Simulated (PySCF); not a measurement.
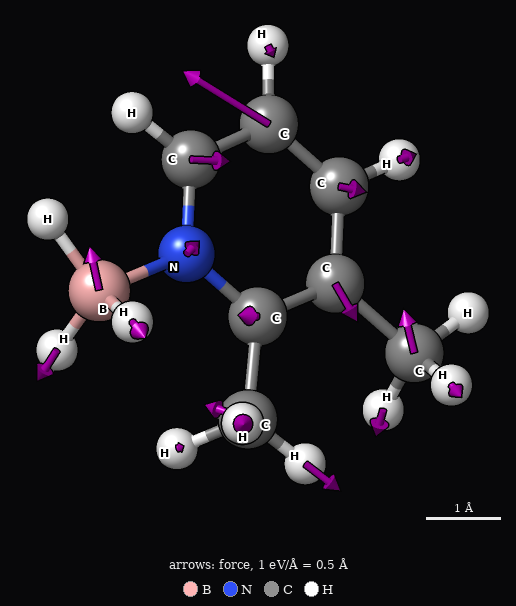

Starting geometry of C$_{7}$H$_{12}$BN with the computed forces as purple arrows. A ball-and-stick model, seen at a tilt.

The start comes from GFN2-xTB. Its atoms were then displaced at random by about 0.01 Å.

These are results of PBE0-D3(BJ)/def2-SVP geometry optimisation, gas phase (PySCF 2.14.0, density-fitted response routines), not measurements. 

What follows when this structure is relaxed?

It isn't relaxed: the largest force vector, on a C atom, is 3.04 eV/Å. The final displacements follow the starting forces only in part (cosine between the two patterns 0.63). After 6 geometry steps the energy has fallen by 0.213 eV. The largest move after the best rigid fit is that of an H atom, 0.051 Å. Largest moves by element: H 0.051 Å, C 0.047 Å, B 0.038 Å, N 0.014 Å. Among the contacts that change: B–H 1.178 → 1.229 Å, C–C 1.351 → 1.391 Å, C–H 1.060 → 1.094 Å, C–C 1.411 → 1.381 Å. Among the angles between lasting bonds that change: C–C–H 116.3° → 119.9°, H–C–H 109.9° → 107.2°, H–B–H 113.1° → 110.6°.
